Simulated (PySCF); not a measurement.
# SiH(NHiPr)3: geometry, NMR shifts and electronic excitations, part 1 of 2

Wanted: the NMR shifts and electronic excitations of SiH(NHiPr)3 (`[H][Si](NC(C)C)(NC(C)C)NC(C)C`), by calculation.

Programs: PySCF 2.14.0, with density-fitted response routines of our own. Each step states its level of theory. These are calculated values for one molecule in the gas phase, unless marked as measured. Atoms count from 0, in the outputs and in this text.

## 1. Starting geometry

38 atoms, charge 0, multiplicity 1; geometry from: GFN2-xTB. The atoms were then displaced at random by about 0.03 Å, so the start is not that level's minimum.

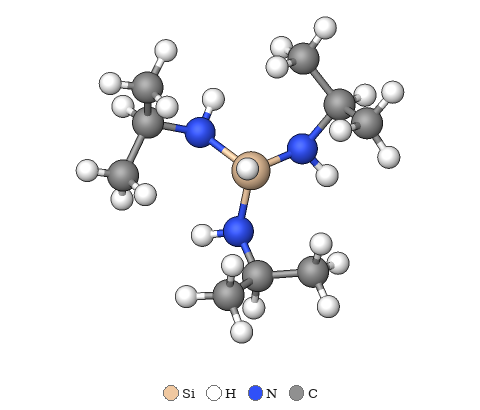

As it starts; silicon light orange, hydrogen white, nitrogen blue, carbon grey; sticks join atoms by distance.

## 2. Optimising the geometry at PBE0-D3(BJ)/def2-SVP

The job: settings as JSON, then the geometry in Å.

```
{"job": {"xc": "PBE0", "basis": "def2-SVP", "d3": "d3bj", "grid": 1, "maxiter": 40, "shake": 0.03, "kind": "geom"}, "charge": 0, "multiplicity": 1}
Si     0.065030    -0.072910    -0.286260
H     -0.008920    -0.014730     1.179700
N      1.526730    -0.094140    -0.999250
C      2.882180     0.546930    -0.468290
C      3.321940    -0.209110     0.743980
C      2.514380     2.021530    -0.141670
H      1.830680    -0.989720    -1.378300
H      3.593160     0.508700    -1.263840
H      2.607810    -0.107300     1.647490
H      4.262420     0.245870     1.126780
H      3.473550    -1.248060     0.573840
H      1.792250     2.095470     0.664650
H      3.359160     2.512480     0.175550
H      2.121700     2.534980    -0.999610
N     -0.724200     1.393340    -0.959440
C     -1.861030     2.176750    -0.422070
C     -1.508380     2.998250     0.792180
C     -3.024860     1.186490    -0.118140
H     -0.050420     2.044000    -1.350340
H     -2.275450     2.845830    -1.216370
H     -1.261710     2.307510     1.578890
H     -2.350300     3.488180     1.092580
H     -0.671550     3.679310     0.516100
H     -2.709830     0.480190     0.620190
H     -3.824520     1.682150     0.214920
H     -3.293910     0.650980    -1.028820
N     -0.881990    -1.372890    -0.919150
C     -0.901090    -2.647730    -0.420620
C     -1.814090    -2.800160     0.757890
C      0.452000    -3.141000    -0.180650
H     -1.773480    -1.067830    -1.365700
H     -1.333000    -3.345140    -1.296550
H     -1.407850    -2.154690     1.616460
H     -1.901770    -3.825690     1.113030
H     -2.827950    -2.380830     0.532940
H      0.932030    -2.579300     0.658560
H      0.436430    -4.138750     0.244580
H      1.145390    -3.193750    -1.034930
```

The run is started by

```bash
$ OMP_NUM_THREADS=2 python probes_run.py task.json out
```

This one command runs all jobs of the session in turn.

The log of the run:

```text
step   0  E = -810.59217689  max force = 0.124391
step   1  E = -810.63706853  max force = 0.076338
step   2  E = -810.65424549  max force = 0.034510
step   3  E = -810.65883482  max force = 0.010683
step   4  E = -810.66268193  max force = 0.006748
step   5  E = -810.66348823  max force = 0.003282
step   6  E = -810.66382681  max force = 0.002149
step   7  E = -810.66397854  max force = 0.001311
step   8  E = -810.66402480  max force = 0.000976
step   9  E = -810.66404564  max force = 0.000370
step  10  E = -810.66404723  max force = 0.000231
optimisation converged
```

Wall time 8 min (2 threads of Intel Xeon Platinum 8375C at 2.90GHz, shared host); peak memory 2.8 GiB.

Along the way:

```tsv
step	energy from step 0 (eV)	largest force component (eV/Å)
0	0.0000	6.3964
1	-1.2216	3.9255
2	-1.6890	1.7746
3	-1.8139	0.5493
4	-1.9185	0.3470
5	-1.9405	0.1688
6	-1.9497	0.1105
7	-1.9538	0.0674
8	-1.9551	0.0502
9	-1.9556	0.0190
10	-1.9557	0.0119
```

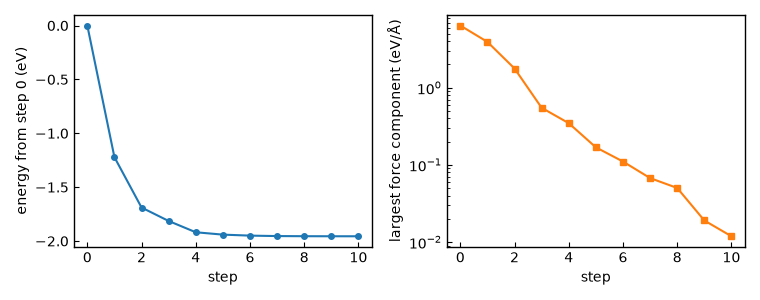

Energy and force, step by step.

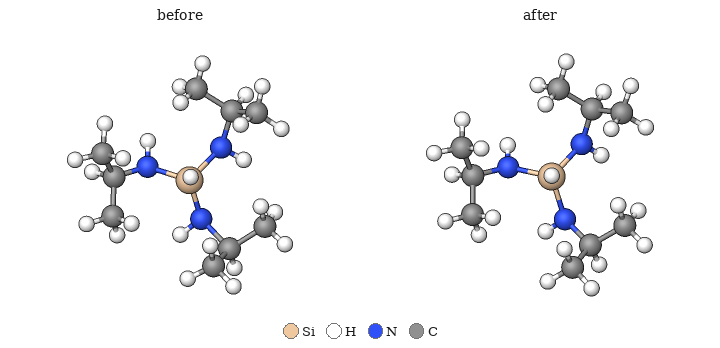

Before and after, at one scale.

Distances of close pairs at the start and the end, largest changes first:

```tsv
bond	before (Å)	after (Å)	change (Å)
N2–C3	1.591	1.453	-0.138
Si0–N2	1.626	1.734	+0.107
C17–H24	0.998	1.101	+0.102
C27–H31	1.200	1.106	-0.094
N26–C27	1.369	1.453	+0.084
C16–H21	1.019	1.102	+0.083
C5–H12	1.027	1.100	+0.073
C27–C29	1.460	1.524	+0.064
```

The next job starts from the end point, and lists it.

```tsv
at the end point	value
rotational constants (GHz, main isotopes)	0.609, 0.602, 0.340
dipole moment (D)	0.45
```

## 3. Nuclear shieldings: PBE0/pcSseg-1

The job: settings as JSON, then the geometry in Å.

```
{"job": {"kind": "nmr", "xc": "PBE0", "basis": "pcSseg-1"}, "charge": 0, "multiplicity": 1}
Si    -0.005594    -0.006938    -0.423132
H     -0.010477    -0.009373     1.081830
N      1.615671    -0.018447    -1.036674
C      2.805240     0.567855    -0.443538
C      3.397075    -0.306412     0.662091
C      2.519820     1.976739     0.061027
H      1.809175    -0.818472    -1.629383
H      3.566025     0.658031    -1.241843
H      2.688544    -0.394147     1.501582
H      4.340264     0.109736     1.051556
H      3.601835    -1.321687     0.288365
H      1.760760     1.965660     0.860327
H      3.429914     2.437097     0.474427
H      2.145401     2.617582    -0.750827
N     -0.802412     1.403822    -1.039643
C     -1.893106     2.152575    -0.440493
C     -1.409906     3.127223     0.633610
C     -2.958068     1.211450     0.108205
H     -0.208782     1.961871    -1.643916
H     -2.370414     2.748423    -1.241575
H     -0.959119     2.576663     1.475307
H     -2.235053     3.742104     1.028697
H     -0.643575     3.806063     0.228336
H     -2.552767     0.581978     0.917305
H     -3.806161     1.778080     0.521520
H     -3.337391     0.544024    -0.679606
N     -0.824328    -1.403090    -1.044306
C     -0.919631    -2.727060    -0.454389
C     -1.994677    -2.806882     0.629438
C      0.433828    -3.181726     0.077612
H     -1.600275    -1.170066    -1.654470
H     -1.203906    -3.431870    -1.258500
H     -1.735416    -2.150720     1.476068
H     -2.111996    -3.833206     1.013171
H     -2.968636    -2.476543     0.236269
H      0.785901    -2.518592     0.884758
H      0.370428    -4.199825     0.490035
H      1.192346    -3.176709    -0.718933
```

With the program's defaults for keys left out, this is: GIAO PBE0/pcSseg-1 NMR shielding, non-relativistic, gas phase.

The log of the run:

```text
coarse grid: 30088 points
cycle   1  E = -810.8068740908  dE =  1.056e+00  |g| = 7.489e-01  |ddm| = 5.220e+00
cycle   2  E = -810.7517913273  dE =  5.508e-02  |g| = 9.084e-01  |ddm| = 1.569e+00
cycle   3  E = -810.9425582388  dE = -1.908e-01  |g| = 8.174e-02  |ddm| = 9.547e-01
cycle   4  E = -810.9436769298  dE = -1.119e-03  |g| = 3.900e-02  |ddm| = 1.069e-01
cycle   5  E = -810.9440194813  dE = -3.426e-04  |g| = 5.329e-03  |ddm| = 3.670e-02
cycle   6  E = -810.9440244319  dE = -4.951e-06  |g| = 1.788e-03  |ddm| = 5.837e-03
final grid: 280080 points
cycle   7  E = -811.0150092449  dE = -1.149e-04  |g| = 1.315e-02  |ddm| = 5.440e-02
cycle   8  E = -811.0149884825  dE =  2.076e-05  |g| = 1.622e-02  |ddm| = 2.717e-02
cycle   9  E = -811.0150532653  dE = -6.478e-05  |g| = 7.631e-04  |ddm| = 1.493e-02
cycle  10  E = -811.0150533587  dE = -9.338e-08  |g| = 4.016e-04  |ddm| = 1.050e-03
cycle  11  E = -811.0150533931  dE = -3.441e-08  |g| = 6.862e-05  |ddm| = 3.851e-04
cycle  12  E = -811.0150533940  dE = -8.597e-10  |g| = 3.040e-05  |ddm| = 9.818e-05
converged SCF energy = -811.0150533940

GIAO shielding tensors (ppm)
atom      isotropic    diamagn.    paramagn.     s11        s22        s33       span
  0 Si     401.135     887.847    -486.713    356.440    423.210    423.754     67.315
  1 H       25.330      36.515     -11.185     24.660     24.713     26.618      1.957
  2 N      198.003     331.844    -133.842    156.867    198.582    238.559     81.692
  3 C      137.711     239.448    -101.737    118.738    134.349    160.046     41.308
  4 C      155.345     248.708     -93.363    133.925    150.766    181.345     47.420
  5 C      157.239     250.557     -93.319    142.456    151.758    177.502     35.045
  6 H       30.941      38.645      -7.704     23.417     30.458     38.948     15.530
  7 H       28.320      30.132      -1.813     24.311     26.325     34.324     10.014
  8 H       29.890      31.677      -1.787     27.117     29.785     32.767      5.650
  9 H       30.323      28.695       1.628     25.633     27.803     37.534     11.901
 10 H       30.136      30.443      -0.308     26.215     29.059     35.134      8.919
 11 H       29.963      33.663      -3.700     26.261     29.796     33.831      7.569
 12 H       30.239      29.530       0.709     25.645     28.036     37.035     11.390
 13 H       29.923      32.461      -2.539     25.964     29.060     34.743      8.780
 14 N      197.921     331.898    -133.977    156.834    199.095    237.834     81.000
 15 C      137.701     239.381    -101.681    118.768    134.303    160.031     41.263
 16 C      155.160     248.681     -93.521    134.043    150.289    181.148     47.105
 17 C      157.511     250.629     -93.118    142.575    152.056    177.904     35.329
 18 H       30.956      38.664      -7.707     23.482     30.469     38.918     15.436
 19 H       28.305      30.091      -1.786     24.282     26.302     34.332     10.050
 20 H       29.910      31.628      -1.718     27.168     29.779     32.784      5.616
 21 H       30.311      28.641       1.670     25.623     27.792     37.518     11.895
 22 H       30.132      30.386      -0.255     26.225     29.051     35.119      8.894
 23 H       29.950      33.623      -3.673     26.355     29.798     33.697      7.342
 24 H       30.244      29.526       0.718     25.634     28.034     37.065     11.430
 25 H       29.904      32.502      -2.598     25.885     29.102     34.726      8.840
 26 N      198.161     331.879    -133.718    156.725    199.165    238.593     81.868
 27 C      137.749     239.304    -101.555    118.723    134.444    160.081     41.358
 28 C      155.218     248.666     -93.448    133.809    150.535    181.310     47.500
 29 C      157.360     250.589     -93.229    142.449    151.860    177.770     35.321
 30 H       30.934      38.599      -7.666     23.423     30.456     38.922     15.500
 31 H       28.319      30.092      -1.773     24.302     26.329     34.327     10.025
 32 H       29.903      31.632      -1.729     27.142     29.778     32.787      5.644
 33 H       30.322      28.654       1.668     25.635     27.794     37.537     11.901
 34 H       30.134      30.404      -0.270     26.235     29.030     35.137      8.902
 35 H       29.965      33.659      -3.694     26.319     29.825     33.750      7.432
 36 H       30.247      29.538       0.709     25.641     28.044     37.057     11.416
 37 H       29.925      32.476      -2.551     25.937     29.086     34.751      8.814
```

Wall time 1.9 min (2 threads of Intel Xeon Platinum 8375C at 2.90GHz, shared host); peak memory 2.8 GiB.

Shifts follow as δ = σ(reference) − σ, with reference shieldings (ppm) from runs at the same level and on the same kind of geometry: 1H TMS 31.27, 13C TMS 184.4, 29Si TMS 352.0, 15N NH3 265.7. The references are single molecules in the gas phase, so shifts against H2O, NH3, PH3, H3PO4 or CFCl3 are not on the usual liquid scales and can be off by tens of ppm. Atoms listed in one row are averaged.

```tsv
atoms	environment	σ (ppm)	δ (ppm)
C3, C15, C27	carbon bonded to 2 C, N, H	137.7	46.7
C4, C5, C16, C17, C28, C29	carbon bonded to C, 3 H	156.3	28.1
H1	hydrogen on a silicon bonded to 3 N	25.33	5.94
H7, H19, H31	hydrogen on a carbon bonded to 2 C, N	28.31	2.95
H8, H9, H10, H11, H12 and 13 more	hydrogen on a carbon bonded to C	30.08	1.19
H6, H18, H30	hydrogen on a nitrogen bonded to C, Si	30.94	0.32
Si0	silicon bonded to 3 N, H	401.1	-49.1
N2, N14, N26	nitrogen bonded to C, Si, H	198.0	67.6
```

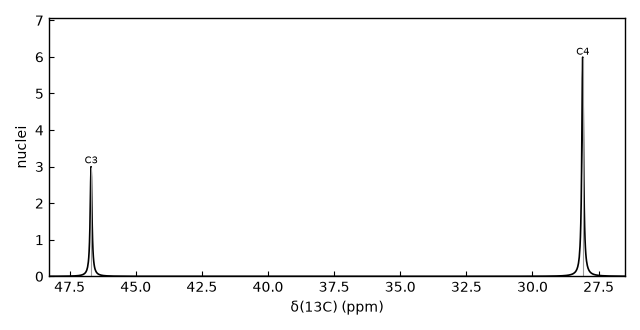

13C lines at the computed shifts, without couplings. Lines are broadened to a width of 0.08 ppm (Lorentzian).

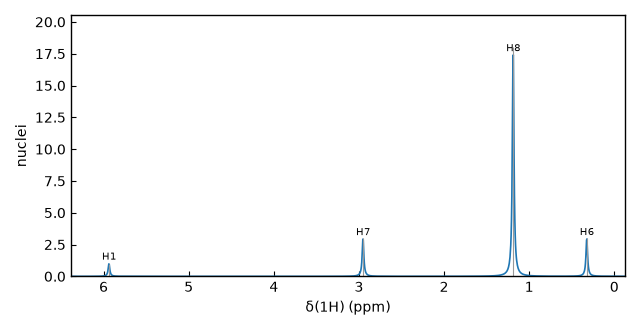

1H lines at the computed shifts, without couplings. Lines are broadened to a width of 0.02 ppm (Lorentzian).

Charges from the same density, by scheme (e):

```tsv
atoms	Mulliken	IAO	Hirshfeld	ESP fit
Si0	1.04	1.17	0.41	1.16
N2, N14, N26	-0.67	-0.69	-0.24	-1.03
C3, C15, C27	-0.11	0.02	0.03	0.69
C4, C5, C16, C17, C28, C29	-0.26	-0.41	-0.12	-0.62
```

Hirshfeld charges:

Si0 0.41; H1 -0.10; N2 -0.24; C3 0.03; C4 -0.12; C5 -0.12; H6 0.10; H7 0.03; H8 0.03; H9 0.04; H10 0.03; H11 0.04; H12 0.04; H13 0.04; N14 -0.24; C15 0.03; C16 -0.12; C17 -0.12; H18 0.10; H19 0.03; H20 0.03; H21 0.04; H22 0.03; H23 0.04; H24 0.04; H25 0.04; N26 -0.24; C27 0.03; C28 -0.12; C29 -0.12; H30 0.10; H31 0.03; H32 0.03; H33 0.04; H34 0.03; H35 0.04; H36 0.04; H37 0.04

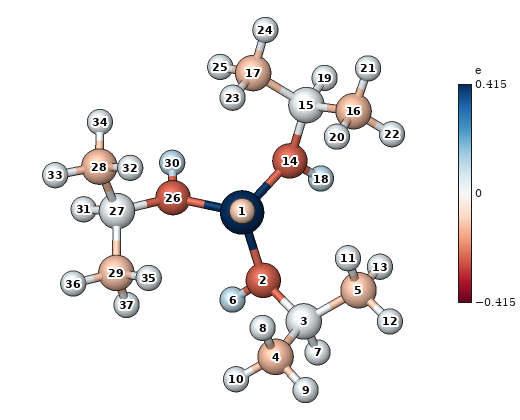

Hirshfeld charges, as colours on the atoms.

Mayer bond orders: Si0–N2 0.97, Si0–N14 0.97, Si0–N26 0.97, N2–C3 0.95, C3–C4 1.02, C3–C5 1.04, N14–C15 0.95, C15–C16 1.02, C15–C17 1.04, N26–C27 0.95, C27–C28 1.02, C27–C29 1.04.

Orbitals, density, ELF and potential are computed afterwards from the orbital file.

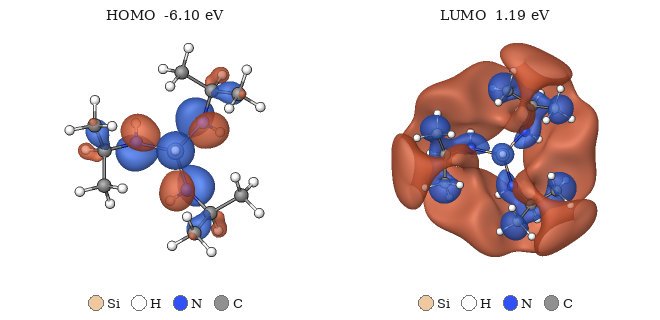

PBE0/pcSseg-1 orbitals near the gap, drawn at the value that encloses 70 % of each; the two colours are the two signs.

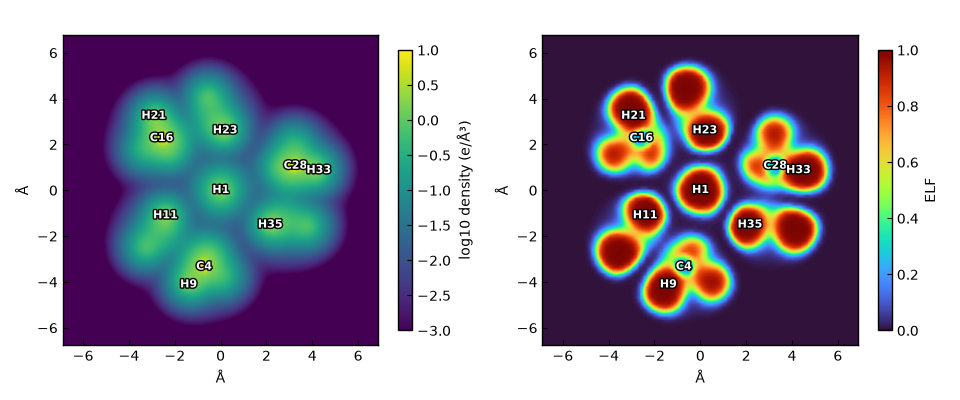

Density (left) and ELF (right) in a plane through or near 10 of the atoms.

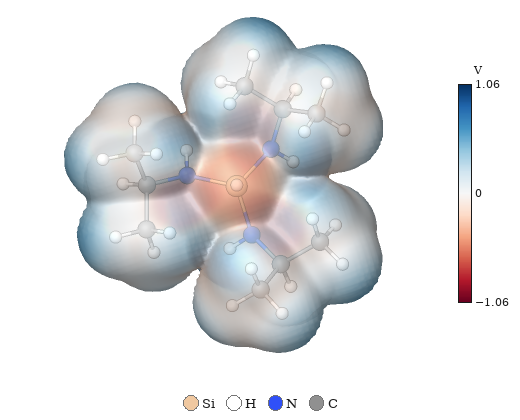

The potential that a unit positive charge feels on the 0.002 e/bohr³ surface, from -1.03 V near N14 to 1.06 V near H30.

## 4. Ultraviolet spectrum: CAM-B3LYP/def2-SVPD

The job, as its differences from that of step 3:

```diff
@@ -1,2 +1,2 @@
-{"job": {"kind": "nmr", "xc": "PBE0", "basis": "pcSseg-1"}, "charge": 0, "multiplicity": 1}
+{"job": {"kind": "uv", "xc": "CAM-B3LYP", "basis": "def2-SVPD", "ip": false, "nstates": 10}, "charge": 0, "multiplicity": 1}
 Si    -0.005594    -0.006938    -0.423132
```

With the program's defaults for keys left out, this is: TDDFT CAM-B3LYP/def2-SVPD, vertical, gas phase, core orbitals frozen in the response.

The log of the run:

```text
coarse grid: 30088 points
cycle   1  E = -810.8868039164  dE =  1.310e+00  |g| = 6.618e-01  |ddm| = 1.283e+01
cycle   2  E = -810.9002177952  dE = -1.341e-02  |g| = 6.568e-01  |ddm| = 2.745e+00
cycle   3  E = -810.9936121424  dE = -9.339e-02  |g| = 6.829e-02  |ddm| = 1.410e+00
cycle   4  E = -810.9944384195  dE = -8.263e-04  |g| = 3.678e-02  |ddm| = 2.206e-01
cycle   5  E = -810.9947645003  dE = -3.261e-04  |g| = 3.471e-03  |ddm| = 7.545e-02
cycle   6  E = -810.9947676827  dE = -3.182e-06  |g| = 1.090e-03  |ddm| = 2.134e-02
final grid: 280080 points
cycle   7  E = -811.1242852761  dE = -1.027e-04  |g| = 5.458e-03  |ddm| = 2.708e-01
cycle   8  E = -811.1242869041  dE = -1.628e-06  |g| = 5.231e-03  |ddm| = 3.220e-02
cycle   9  E = -811.1242936298  dE = -6.726e-06  |g| = 3.723e-04  |ddm| = 1.144e-02
cycle  10  E = -811.1242936568  dE = -2.702e-08  |g| = 2.959e-04  |ddm| = 1.890e-03
cycle  11  E = -811.1242936765  dE = -1.966e-08  |g| = 3.484e-05  |ddm| = 6.377e-04
cycle  12  E = -811.1242936769  dE = -4.090e-10  |g| = 1.467e-05  |ddm| = 1.687e-04
converged SCF energy = -811.1242936769

Static polarisability (au): isotropic 157.508, principal 134.142 169.009 169.372

Singlet excitations
state   eV       nm        f      main configurations
  1   6.0233    205.8   0.01729   H->L 0.62, H->L+3 0.10, H-1->L+1 0.08
  2   6.1598    201.3   0.01528   H->L+1 0.32, H-1->L 0.32
  3   6.1646    201.1   0.01521   H->L+2 0.33, H-2->L 0.31
  4   6.8457    181.1   0.00602   H->L+3 0.71, H->L 0.14
  5   6.9260    179.0   0.00566   H->L+1 0.41, H-1->L 0.14
  6   6.9307    178.9   0.00552   H->L+2 0.41, H-2->L 0.13
  7   7.1097    174.4   0.00228   H-2->L+1 0.20, H-1->L+2 0.19, H->L 0.12
  8   7.1920    172.4   0.00847   H-1->L+2 0.16, H-2->L+1 0.14, H-1->L+3 0.14
  9   7.1966    172.3   0.00898   H-1->L+1 0.15, H-2->L+2 0.15, H-2->L+3 0.14
 10   7.2483    171.1   0.00191   H-1->L+1 0.18, H-2->L+2 0.18, H-2->L+1 0.17

Triplet excitations (Tamm-Dancoff, eV): 5.8437 5.9772 5.9823 6.7057
```

It took 4.5 min on 2 threads of Intel Xeon Platinum 8375C at 2.90GHz, shared host; peak memory 4.3 GiB.

Frontier orbitals and where they lie:

```tsv
orbital	eV	atoms
HOMO−3	-10.31	H1 10 %, Si0 9 %, C5 6 %
HOMO−2	-8.06	N14 39 %, N26 13 %, N2 9 %
HOMO−1	-8.06	N2 32 %, N26 28 %, Si0 7 %
HOMO	-7.55	N14 19 %, N26 19 %, N2 19 %
LUMO	1.21	Si0 9 %, H6 4 %, H30 4 %
LUMO+1	1.50	C28 10 %, C5 8 %, H34 6 %
LUMO+2	1.50	C16 9 %, C29 6 %, C15 6 %
```

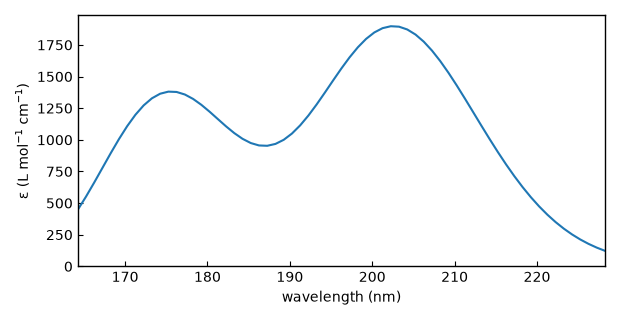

Absorption spectrum: each of the 10 states is a Gaussian band of 0.4 eV half-width at 1/e. Beyond the last state computed it falls off for lack of states.

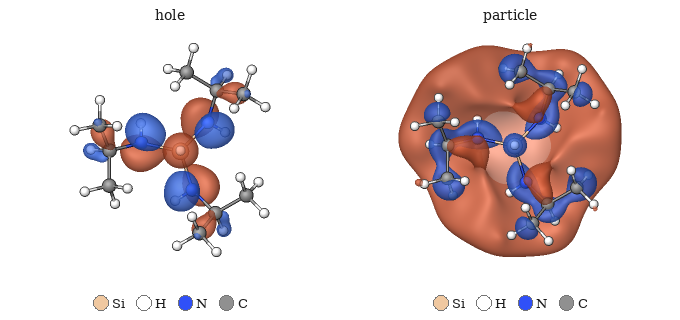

Leading natural transition orbitals of singlet state 1: the electron leaves the hole (left) for the particle orbital (right).

Further results of this job:

```tsv
property	computed
dipole moment (D)	0.19
polarisability (Å³)	23.34
HOMO–LUMO gap (eV)	8.76
−ε(HOMO) (eV)	7.55
```

(Continued in part 2 of 2.)
